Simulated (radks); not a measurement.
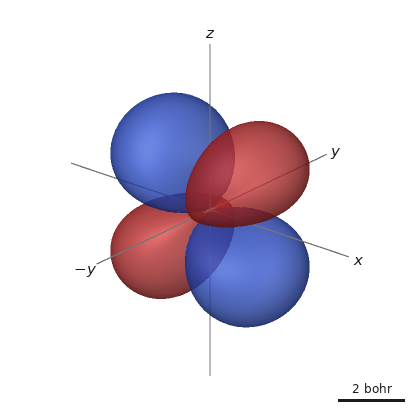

Fig. 1: The 3d(xz) orbital of up spin. The surface of constant |ψ| that holds about 90 % of the electron is drawn, red where ψ is positive and blue where it is negative. The radial function comes from the spherical calculation and is multiplied by a real spherical harmonic; the overall sign is chosen so that the largest lobe of P(r) is positive. It has the nodal planes xy and yz and no radial node. The maximum of P² lies at 1.10 bohr, ⟨r⟩ = 1.86 bohr, 90 % of the charge lies within 3.36 bohr, and the eigenvalue is −2.81 eV, with 1 electron in the shell for this spin.

## Atomic calculation, with input and output: Sc

System: atomic scandium (Sc) in the configuration [Ar] 3d1 4s2 (high spin).
Method: non-relativistic Kohn-Sham, exchange-only LDA, spin-polarised, spherical densities, point nucleus (the in-house radial solver radks).

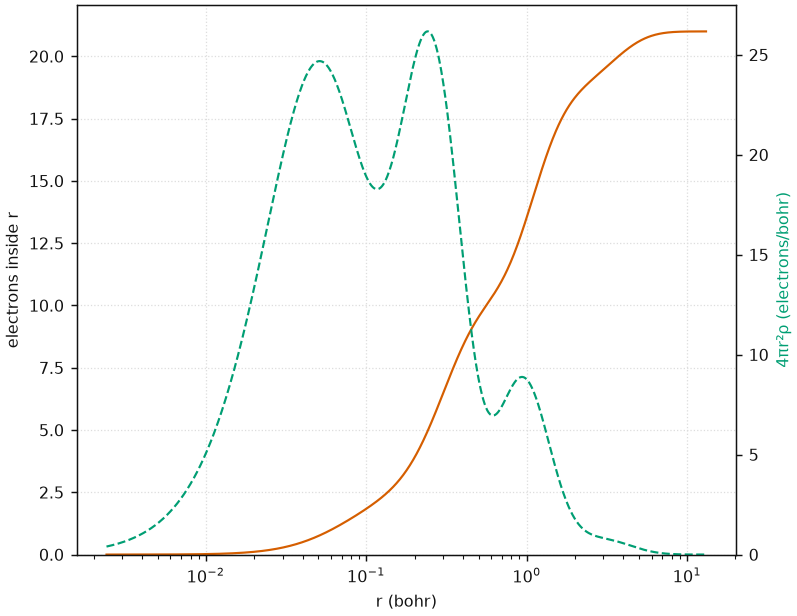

Fig. 2: The number of electrons inside radius r (solid) and the radial density 4πr²ρ (dashed). The count levels off at 21 electrons. Half of them lie within 0.630 bohr, 90 % within 2.40 bohr and 99 % within 5.80 bohr. The radial density has minima at 0.117 and 0.617 bohr, where the count stands at 2.2 and 10.4; these part the shells that the density resolves.

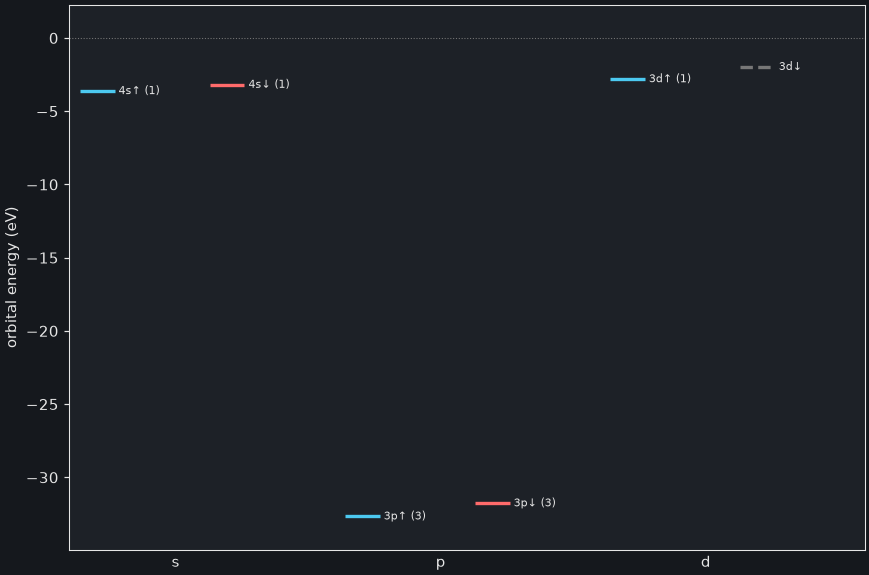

Fig. 3: The outer levels are drawn by angular momentum (occupations in brackets, up spins at the left of each column and down spins at the right, empty levels dashed). The highest occupied level is 3d up at −2.81 eV. From the top down the occupied levels run 3d up (−2.81 eV), 4s down (−3.19 eV), 4s up (−3.62 eV), 3p down (−31.8 eV), 3p up (−32.7 eV). The lowest empty level drawn is 3d down at −1.97 eV. The largest exchange splitting (down less up) among the shells drawn in both spins is that of 3p, 0.896 eV.

These pictures come from the run below.

Input:
```
Z 21
configuration [Ar] 3d1 4s2
relativity non-relativistic
functional lda,
spin polarised
nucleus point
response adiabatic LDA kernel
```

Energies in input and log are in hartree, lengths in bohr.

Log:
```
1s      1   1.0000        -160.09833563
2s      1   1.0000         -17.14730496
2p      1   3.0000         -14.17827838
3s      1   1.0000          -1.95452880
3p      1   3.0000          -1.20044931
3d      1   1.0000          -0.10315986
4s      1   1.0000          -0.13288549
1s      2   1.0000        -160.09854552
2s      2   1.0000         -17.13787271
2p      2   3.0000         -14.17099875
3s      2   1.0000          -1.92199942
3p      2   3.0000          -1.16752246
3d      2   0.0000          -0.07245542
4s      2   1.0000          -0.11710113
Etot -757.0083110872444
Ekin 757.0083110810531
Encl -1796.6981350171873
Eh 317.8764899074424
Exc -35.194977058552624
err 1.2023009020110603e-09
it 14
```

Key numbers:

```tsv
quantity	value
outcome	converged
total energy	−757.008311 hartree
kinetic energy	757.008311 hartree
electron–nucleus energy	−1796.6981 hartree
Hartree energy	317.876490 hartree
exchange–correlation energy	−35.194977 hartree
radius at density 0.001 e/bohr³	5.00 bohr
SCF iterations	14
hardware	1 CPU thread, shared host
wall time	2.8 s
```
